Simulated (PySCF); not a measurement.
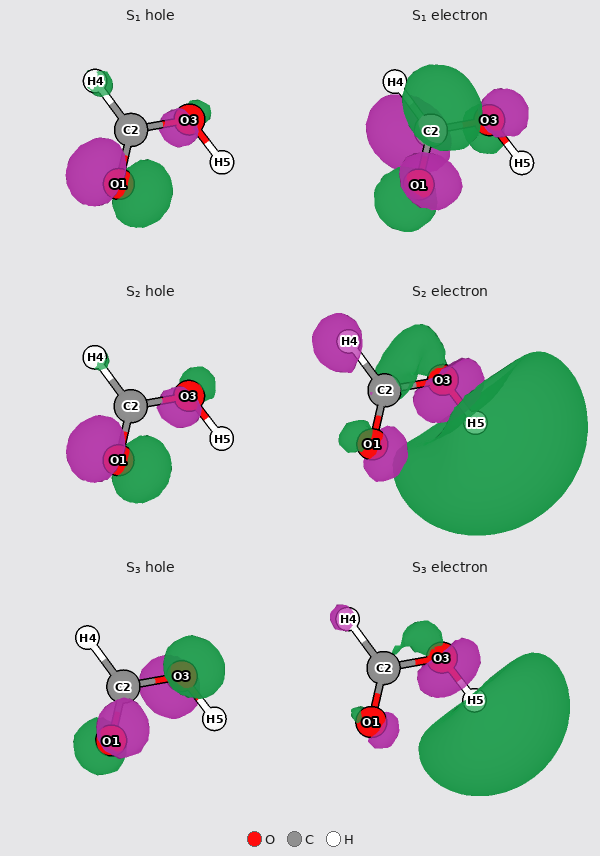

*CH2O2, SMILES `O=CO`. Leading natural transition orbitals (TDA singlet states).*

Computed with PySCF, CAM-B3LYP/cc-pVTZ, geometry: GFN2-xTB. No frequency check shows the geometry to be a minimum. Without diffuse functions Rydberg states are missing, so the states' numbers hold for this basis only.

The calculation's input:

```python
import numpy as np
from pyscf import gto, scf, dft, tdscf
from pyscf.scf import atom_ks, atom_hf
from scipy.linalg import block_diag

def solve(mol, dm0=None, hcore=None):
    mf = (dft.UKS if mol.spin else dft.RKS)(mol, xc='camb3lyp')
    mf.grids.level = 3
    mf = mf.density_fit(auxbasis='def2-universal-jkfit')
    mf.conv_tol, mf.max_cycle = 1e-8, 80
    if hcore is not None:
        mf.get_hcore = lambda *args: hcore
    mf.kernel(dm0)
    if not mf.converged:
        mf = mf.newton().run(mf.mo_coeff, mf.mo_occ, max_cycle=30)
    assert mf.converged, 'SCF not converged'
    return mf

mol = gto.M(atom='''
O      1.12837     0.26266     0.00000
C      0.13115    -0.39164     0.00000
O     -1.10206     0.08531     0.00000
H      0.10023    -1.49182     0.00000
H     -1.09753     1.05798     0.00000
''', basis='cc-pvtz', charge=0, spin=0, verbose=4)
mf = solve(mol)
td = mf.TDA()
td.nstates, td.singlet, td.conv_tol = 5, True, 1e-5
td.kernel()
td.analyze()
x, y = np.array([p[0] for p in td.xy]), np.array([p[1] + 0 * p[0] for p in td.xy])
f, mu = td.oscillator_strength(), td.transition_dipole()
nto = [td.get_nto(state=i + 1, verbose=4) for i in range(len(td.e))]
# spherically averaged free atoms, for the promolecule
atm = atom_ks.get_atm_nrks(mol, xc='camb3lyp')
pro = block_diag(*[(atm[a[0]][2] * atm[a[0]][3]) @ atm[a[0]][2].T for a in mol._atom])
np.savez('result.npz', e=td.e, f=f, ok=td.converged, w=[n[0] for n in nto], nto=[n[1] for n in nto], x=x, y=y, c=mf.mo_coeff, occ=mf.mo_occ, eps=mf.mo_energy, pro=pro, mu=mu)
```

Run with:

```sh
OMP_NUM_THREADS=1 python input.py
```

The run took 2.4 min on 1 thread of Arm Neoverse V2, with other jobs on the host, peak memory 0.54 GiB.

Question: Give the energy and character of each state.

Answer: By state:
- S₁: 6.00 eV (207 nm), f = 0.002 (very weak), n → π*; the leading pair carries 100 %; hole on O1 (71 %), C2 (12 %) and O3 (10 %), electron on C2 (48 %), O1 (31 %) and O3 (13 %); their centroids lie 0.6 Å apart.
- S₂: 8.33 eV (149 nm), f = 0.039, partly diffuse acceptor orbital, which a basis without diffuse functions describes poorly; the leading pair carries 82 %; hole on O1 (62 %), O3 (20 %) and C2 (11 %), electron on H5 (51 %), O3 (21 %) and C2 (15 %) (atom shares of so diffuse an orbital are rough) (shares are of the whole state, not of the leading pair alone); their centroids lie 1.6 Å apart.
- S₃: 8.99 eV (138 nm), f = 0.004, n → σ*; the leading pair carries 100 %; hole on O3 (52 %), O1 (35 %) and C2 (10 %), electron on H5 (63 %), O3 (24 %) and C2 (7 %); their centroids lie 1.4 Å apart.
